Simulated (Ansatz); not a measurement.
Frequency calculation, with input and output: GeH2SClF3

The run: frequency calculation of GeH2SClF3. Method and program: RHF/def2-SVP (Ansatz 0.2.0).

It belongs to a series of runs on one base structure; here: vibrations at the highest image of the band. Figures and captions count atoms from 1; the log counts them from 0 in places.

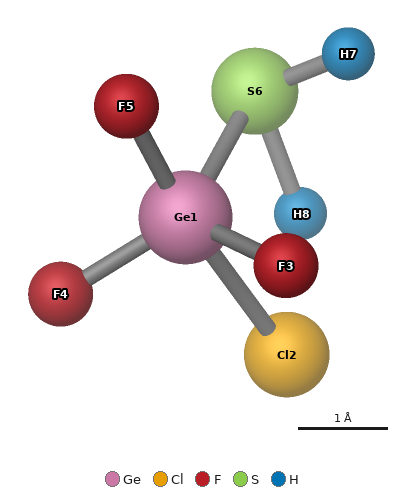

*The structure as given in the input (ball-and-stick view, seen at a tilt; atoms are numbered from 1 in the order of the input). Sticks mark near contacts.*

Bond lengths as drawn: Cl–Ge 2.55 Å, F–Ge 1.69 to 1.71 Å, Ge–S 2.33 Å and H–S 1.34 to 1.54 Å.

**Key numbers**

```tsv
quantity	value
outcome	converged
total energy	−87924.8090 eV
mean-field energy	−87924.8090 eV
largest force (length of the vector)	0.017 eV/Å
hardware	2 threads of Arm Neoverse V1, 24 GiB of memory available, shared host
wall time	1.7 min (CPU time 3.3 min)
peak memory	0.31 GiB
```

**Input**
```yaml
crystal:
  periodic: [false, false, false]
  atoms:
    - { symbol: Ge, position_ang: [-0.406343, 0.063372, -0.148484] }
    - { symbol: Cl, position_ang: [-0.072326, 0.734007, 2.288061] }
    - { symbol: F, position_ang: [0.757566, -1.129511, 0.138377] }
    - { symbol: F, position_ang: [0.041945, 1.640495, -0.550196] }
    - { symbol: F, position_ang: [-0.898404, -0.467515, -1.701693] }
    - { symbol: S, position_ang: [-2.495314, -0.273215, 0.819958] }
    - { symbol: H, position_ang: [-2.366456, -1.60326, 0.917092] }
    - { symbol: H, position_ang: [-1.610767, 0.162826, 2.009181] }
basis:
  gaussian: { orbitals: def2-SVP }
hamiltonian:
  xc: hf
phonons: {}
```

Run as:
```bash
ansatz run input.yaml --threads 2 --pin off --max-ram 3072MiB --backend cpu --events-out ev --progress --plain --runs-dir out
```

**What the program printed**
```
Engine: ansatz 0.2.0, aarch64-unknown-linux-gnu
Functional definition: HF
  exchange = exact_x
  correlation = 0
1207 factors; integrals over basis functions are off by at most 2.8e-4 eV
mean field evaluation 1: about -87920.6192 eV, gradient 4.6e1 eV
mean field evaluation 2: about -87920.6820 eV, gradient 4.6e1 eV
mean field evaluation 4: about -87924.7736 eV, gradient 2.7e0 eV
mean field evaluation 8: about -87924.8090 eV, gradient 2.6e-4 eV
mean field -87924.80903102 eV, -3231.1771343139 hartree, gradient 1.7e-5 eV, S^2 0.000000; 0 other end points of the search recorded, 0 dependent functions left out
the calculation of the forces begins
reference -87924.80903102 eV, -3231.1771343139 hartree; 47, 47 occupied and 73, 73 virtual orbitals, 1207 factors
these checks for a lower state are left out or cut short: stability, starts, cluster_reference, orbital_swaps, neighbouring_geometries, increment
1207 factors; integrals over basis functions are off by at most 2.8e-4 eV
mean field evaluation 16: about -87924.8089 eV, gradient 4.9e-3 eV
mean field -87924.80892904 eV, -3231.1771305662 hartree, gradient 1.6e-6 eV, S^2 0.000000; 0 other end points of the search recorded, 0 dependent functions left out
[... from here on the field's lines of each further geometry are left out, up to the last ...]
the calculation of the forces begins
reference -87924.80903177 eV, -3231.1771343416 hartree; 47, 47 occupied and 73, 73 virtual orbitals, 1207 factors
these checks for a lower state are left out or cut short: stability, starts, cluster_reference, orbital_swaps, neighbouring_geometries, increment
1207 factors; integrals over basis functions are off by at most 2.8e-4 eV
mean field -87924.80899488 eV, -3231.1771329857 hartree, gradient 1.6e-6 eV, S^2 0.000000; 0 other end points of the search recorded, 0 dependent functions left out
the calculation of the forces begins
reference -87924.80899488 eV, -3231.1771329857 hartree; 47, 47 occupied and 73, 73 virtual orbitals, 1207 factors
WARN: phonons: modes at or below zero, which the zero-point energy, F, S and C_V leave out: 1, the lowest at -1311.21 cm⁻¹. A minimum has none, and a first-order saddle one
Total energy: -87924.80903102 eV, -3231.1771343139 hartree
Atom 0 at    -0.406343     0.063372    -0.148484 Å, force     0.003315     0.006777    -0.015705 eV/Å
Atom 1 at    -0.072326     0.734007     2.288061 Å, force    -0.005710     0.000068    -0.006057 eV/Å
Atom 2 at     0.757566    -1.129511     0.138377 Å, force     0.001322    -0.008198     0.001204 eV/Å
Atom 3 at     0.041945     1.640495    -0.550196 Å, force    -0.005007    -0.001086     0.000533 eV/Å
Atom 4 at    -0.898404    -0.467515    -1.701693 Å, force     0.007241     0.003005     0.015065 eV/Å
Atom 5 at    -2.495314    -0.273215     0.819958 Å, force    -0.008915    -0.003646     0.001596 eV/Å
Atom 6 at    -2.366456    -1.603260     0.917092 Å, force    -0.002305     0.002283    -0.003998 eV/Å
Atom 7 at    -1.610767     0.162826     2.009181 Å, force     0.010057     0.000796     0.007362 eV/Å
Dipole moment:    -0.864766    -0.395211     0.362526 e Å
Vibrations: -1311.21 71.46 132.31 189.71 214.04 261.28 288.01 302.64 311.86 344.61 417.50 730.16 766.62 777.58 849.35 1125.06 1394.24 2840.42 cm⁻¹, zero-point energy 0.682958 eV
```

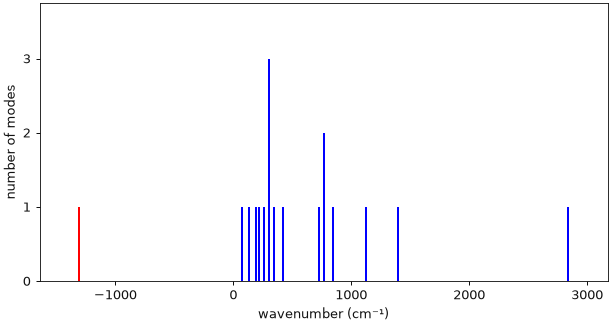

*Harmonic vibrational wavenumbers from the force constants; neighbouring modes closer than 19 cm⁻¹ are counted in one stick, and imaginary ones are drawn at negative wavenumbers.*

18 modes from 1311i to 2840 cm⁻¹, 1 imaginary beyond 8i (1311i cm⁻¹): a first-order saddle point, if the geometry is stationary.
